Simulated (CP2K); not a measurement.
# AlBHSOF (SMILES FB1[O][AlH][S]1) at AM1

Aim: the vertical singlet–triplet gap of AlBHSOF at AM1, from 2 runs. 

The results are computed with CP2K 2026.2.

6 further runs of the same task are left out: 3 that didn't finish, 3 set aside as unsound or not needed.

## (1) The structure to begin with

The species is AlBHSOF (6 atoms), meant as a singlet with charge 0. SMILES: `FB1[O][AlH][S]1`. Geometry: a GFN2-xTB relaxation, a rough one for these elements and not checked as a minimum.

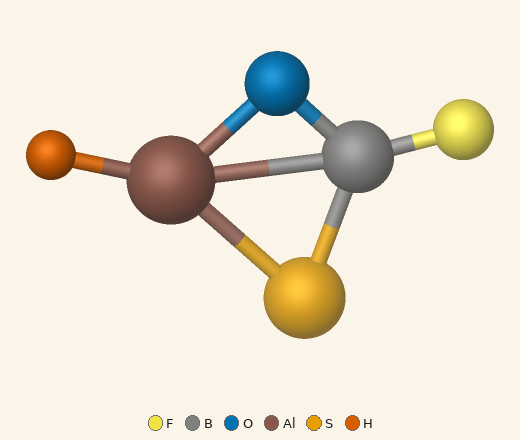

The structure, seen from a chosen angle (fluorine yellow, boron grey, oxygen blue, aluminium brown, sulfur amber, hydrogen orange).

## (2) Energy and forces at AM1

Input file molecule.pdb:

```
HETATM    1 F    MOL A   1      -0.154   2.328   0.381  1.00  0.00           F
HETATM    2 B    MOL A   1      -0.058   1.051   0.091  1.00  0.00           B
HETATM    3 O    MOL A   1      -0.188   0.078   1.018  1.00  0.00           O
HETATM    4 Al   MOL A   1       0.066  -1.207  -0.117  1.00  0.00          AL
HETATM    5 S    MOL A   1       0.264   0.408  -1.618  1.00  0.00           S
HETATM    6 H    MOL A   1       0.070  -2.658   0.245  1.00  0.00           H
END
```

Input file gas.inp:

```
&GLOBAL
  PROJECT gas
  RUN_TYPE ENERGY_FORCE
  PRINT_LEVEL MEDIUM
&END
&FORCE_EVAL
  METHOD QUICKSTEP
  &DFT
    ! Quickstep
    &QS
      METHOD AM1
      EPS_DEFAULT 1.0E-10
      &SE
        &COULOMB
          CUTOFF [angstrom] 50
          RC_RANGE [angstrom] 0
        &END
        &EXCHANGE
          CUTOFF [angstrom] 50
          RC_RANGE [angstrom] 0
        &END
      &END
    &END
    &POISSON
      PERIODIC NONE
      POISSON_SOLVER ANALYTIC
    &END
    ! SCF settings
    &SCF
      SCF_GUESS ATOMIC
      EPS_SCF 1.0E-06
      MAX_SCF 40
      &OT
        MINIMIZER DIIS
        PRECONDITIONER FULL_ALL
      &END
      &OUTER_SCF
        EPS_SCF 1.0E-06
        MAX_SCF 8
      &END
    &END
    &PRINT
      &MOMENTS
        PERIODIC F
        REFERENCE COM
        MAX_MOMENT 1
      &END
      &MO_CUBES
        NLUMO 1
        NHOMO -1
        WRITE_CUBE F
      &END
      &HIRSHFELD OFF
      &END
    &END
  &END
  ! structure
  &SUBSYS
    &CELL
      ABC 16.5 21 18.6
      PERIODIC NONE
    &END
    &TOPOLOGY
      COORD_FILE_NAME molecule.pdb
      COORD_FILE_FORMAT PDB
      CONN_FILE_FORMAT OFF
      &CENTER_COORDINATES
      &END
    &END
  &END
  ! extra output
  &PRINT
    &FORCES ON
    &END
  &END
&END
```

Run with:

```console
OMP_NUM_THREADS=1 cp2k.psmp gas.inp > gas.out
```

Standard output (excerpt; [...] marks lines left out):

```text
CP2K| version string:                                       CP2K version 2026.2
[...]
 GLOBAL| Method name                                                        CP2K
[...]
 GLOBAL| Run type                                                   ENERGY_FORCE
[...]
                             - Atoms:                                          6
[...]
                             - Spherical basis functions:                     21
[...]
 Number of electrons:                                                         26
[...]
     1 OT DIIS     0.15E+00    0.0     0.33840613       -37.7817932533 -3.78E+01
[...]
     6 OT DIIS     0.15E+00    0.0     0.00000046       -41.7673587505 -1.93E-10
  *** SCF run converged in     6 steps ***
  Core-core repulsion energy [eV]:                           1535.12937459158366
  Core Hamiltonian energy [eV]:                             -1874.99092769341655
  Two-electron integral energy [eV]:                        -1593.37215706668394
  Electronic energy [eV]:                                   -2671.67700622675829
  Total energy [eV]:                                        -1136.54763163517464
  Atomic reference energy [eV]:                              1129.52892686932296
  Heat of formation [kcal/mol]:                              -161.85518979465922
[...]
 SE_DIPOLE| Moment [Debye]          0.00613770       2.75541265      -0.68326586
 SE_DIPOLE| Derivative [a.u.]       0.00000000       0.00000000       0.00000000
 *** WARNING in qs_scf_post_se.F:140 :: Printing of MO cube files not ***
 *** implemented for Semi-Empirical method.                           ***
 ENERGY| Total FORCE_EVAL ( QS ) energy [hartree]            -41.767358750543913
 FORCES| Atomic forces [hartree/bohr]
 FORCES|   Atom     x               y               z               |f|
 FORCES|      1  4.68170505E-05 -3.02957083E-02  6.05265028E-03   3.08944446E-02
 FORCES|      2  8.06532916E-04  5.25208745E-02 -1.71326036E-02   5.52505100E-02
 FORCES|      3 -3.22906846E-03  1.58118587E-02  1.54688780E-02   2.23545956E-02
 FORCES|      4  4.42022766E-04 -7.86873772E-02  1.69797554E-02   8.04997566E-02
 FORCES|      5  1.74302607E-03  2.10128970E-02 -1.44298872E-02   2.55499828E-02
 FORCES|      6  1.90669652E-04  1.96374555E-02 -6.93879290E-03   2.08281746E-02
 FORCES| Sum    -4.51028104E-17  1.40165657E-15  3.26128013E-16
 FORCES| Total atomic force                                       1.43980376E-15
[...]
```

It took 0.93 s on 1 thread of Arm Neoverse N1, shared host; peak memory 0.14 GiB.

## (3) The triplet

molecule.pdb is that of step 2.

Input file qs.inp:

```
&GLOBAL
   PROJECT_NAME qs
   RUN_TYPE ENERGY_FORCE
   PRINT_LEVEL MEDIUM
&END GLOBAL

&FORCE_EVAL
   METHOD QUICKSTEP
   &DFT
      CHARGE 0
      MULTIPLICITY 3
      LSD T
      &QS
         METHOD AM1
         EPS_DEFAULT 1.0E-10
         &SE
            &COULOMB
               CUTOFF [angstrom] 50
               RC_RANGE [angstrom] 0
            &END COULOMB
            &EXCHANGE
               CUTOFF [angstrom] 50
               RC_RANGE [angstrom] 0
            &END EXCHANGE
         &END SE
      &END QS
      &POISSON
         PERIODIC NONE
         POISSON_SOLVER ANALYTIC
      &END POISSON
      &SCF
         SCF_GUESS ATOMIC
         EPS_SCF 1.0E-06
         MAX_SCF 80
         ADDED_MOS 8
         &DIAGONALIZATION
            ALGORITHM STANDARD
         &END DIAGONALIZATION
         &MIXING
            METHOD DIRECT_P_MIXING
            ALPHA 0.4
         &END MIXING
      &END SCF
      &PRINT
         &MOMENTS
            PERIODIC F
            REFERENCE COM
            MAX_MOMENT 1
         &END MOMENTS
         &MO ON
            ENERGIES T
            OCCUPATION_NUMBERS T
            NDIGITS 6
            &EACH
               QS_SCF 0
            &END EACH
            ADD_LAST NUMERIC
         &END MO
         &HIRSHFELD OFF
         &END HIRSHFELD
      &END PRINT
   &END DFT
   &SUBSYS
      &CELL
         ABC [angstrom] 16.5 21 18.6
         PERIODIC NONE
      &END CELL
      &TOPOLOGY
         COORD_FILE_NAME molecule.pdb
         COORD_FILE_FORMAT PDB
         CONN_FILE_FORMAT OFF
         &CENTER_COORDINATES
         &END CENTER_COORDINATES
      &END TOPOLOGY
   &END SUBSYS
   &PRINT
      &FORCES ON
      &END FORCES
   &END PRINT
&END FORCE_EVAL
```

Run with:

```console
OMP_NUM_THREADS=1 cp2k.psmp -i qs.inp -o qs.out
```

Standard output (excerpt; [...] marks lines left out):

```text
CP2K| version string:                                       CP2K version 2026.2
[...]
 GLOBAL| Method name                                                        CP2K
[...]
 GLOBAL| Run type                                                   ENERGY_FORCE
[...]
                             - Atoms:                                          6
[...]
                             - Spherical basis functions:                     21
[...]
 Number of electrons:                                                         14
[...]
     1 P_Mix/Diag. 0.40E+00    0.0     0.44220957       -37.0058113806 -3.70E+01
[...]
    60 DIIS/Diag.  0.11E-05    0.0     0.00000088       -41.6533102155 -6.47E-11
  *** SCF run converged in    60 steps ***
  Core-core repulsion energy [eV]:                           1535.12937459158366
  Core Hamiltonian energy [eV]:                             -1858.08415599601358
  Two-electron integral energy [eV]:                        -1620.97886353169497
  Electronic energy [eV]:                                   -2668.57358776186084
  Total energy [eV]:                                        -1133.44421317027741
  Atomic reference energy [eV]:                              1129.52892686932296
  Heat of formation [kcal/mol]:                               -90.28865417229348
[...]
 SE_DIPOLE| Moment [Debye]          0.04227667      -0.00900893      -0.21430809
 SE_DIPOLE| Derivative [a.u.]       0.00000000       0.00000000       0.00000000
 ENERGY| Total FORCE_EVAL ( QS ) energy [hartree]            -41.653310215490521
 FORCES| Atomic forces [hartree/bohr]
 FORCES|   Atom     x               y               z               |f|
 FORCES|      1 -1.03706794E-04 -2.82274888E-02  6.57829470E-03   2.89840618E-02
 FORCES|      2  6.94065516E-04  6.26271105E-02 -1.93287654E-02   6.55456930E-02
 FORCES|      3  1.66681320E-03  1.94123068E-02 -1.25898028E-02   2.31973933E-02
 FORCES|      4  4.44148434E-05 -1.10319244E-01  2.60575755E-02   1.13354907E-01
 FORCES|      5 -1.76326246E-03  3.88419473E-02  1.50737549E-03   3.89111571E-02
 FORCES|      6 -5.38324309E-04  1.76653683E-02 -2.22467744E-03   1.78130352E-02
 FORCES| Sum    -1.43982049E-16  1.19348975E-15  6.10622664E-16
 FORCES| Total atomic force                                       1.34833551E-15
[...]
```

Run time: 0.62 s. Hardware: 1 thread of Arm Neoverse N1, shared host; peak memory 0.14 GiB.

## (4) Results

At AM1:

```
                                          quantity            value
                             singlet: total energy     -41.76736 Eh
                            singlet: dipole moment           2.84 D
singlet: heat of formation at this unrelaxed shape  -161.9 kcal/mol
                 singlet: largest force on an atom       4.139 eV/Å
                             triplet: total energy     -41.65331 Eh
                            triplet: dipole moment           0.22 D
       triplet: HOMO energy (highest over α and β)         -7.84 eV
        triplet: LUMO energy (lowest over α and β)         -4.34 eV
triplet: heat of formation at this unrelaxed shape   -90.3 kcal/mol
                 triplet: largest force on an atom       5.829 eV/Å
  vertical energy of the triplet above the singlet         3.103 eV
```

In words: At this shape the triplet lies 3.10 eV (72 kcal/mol) above the singlet. The largest force (singlet) is 4.14 eV/Å: the shape isn't a stationary point for this species at this level.
